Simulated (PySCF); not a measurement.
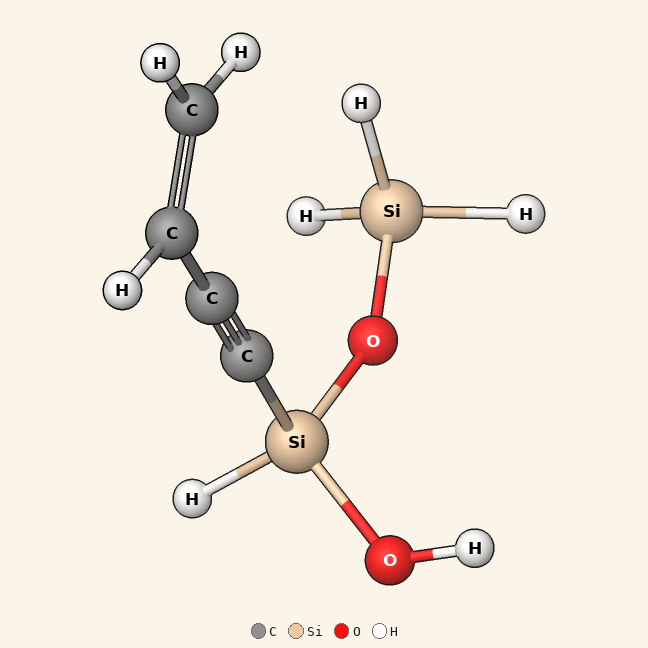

The geometry was computed by an optimisation with GFN2-xTB. No frequency run is at hand to confirm it as a minimum. Method: PBE0/pcSseg-1, gas phase (PySCF 2.14.0).

Predict the main results.

The species is C₄H₈O₂Si₂ (`C=CC#C[Si@H](O)O[SiH3]`).
- dipole moment: 2.26 D
- HOMO energy (Kohn–Sham orbital): −7.31 eV
- LUMO energy (Kohn–Sham orbital): −1.34 eV
- HOMO–LUMO gap: 5.98 eV

The geometry is semi-empirical. Around Si such bond lengths and angles can be off by a tenth of an ångström or more and by several degrees, and values that hang on the shape move with them.
